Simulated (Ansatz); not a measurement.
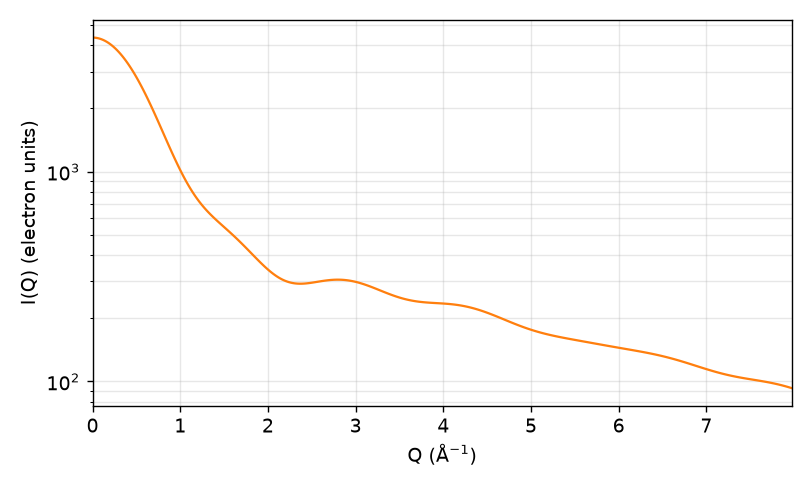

Elastic X-ray scattering of a randomly oriented, rigid molecule, calculated with the Debye equation from neutral-atom form factors (independent atoms, no Compton part, no vibration). The geometry is the end point of an optimisation (RKS PBE0-D4/def2-SVP in Ansatz 0.2.0); it may be a saddle point or a higher isomer. It contains Si, O, C, S, H.

**How many electrons does the independent-atom model of the molecule hold?**

I(0) is the square of the electron number: I(0) = 4360, so about 66 electrons, the count of CH8OSSi2.

**What radius of gyration does the initial fall-off give?**

From I(Q) ≈ I(0) exp(−Q²R²/3) at small Q, R ≈ 2.31 Å. It is larger than the electron-weighted radius of the nuclear positions alone (2.19 Å), because each atom's electron cloud adds to it.
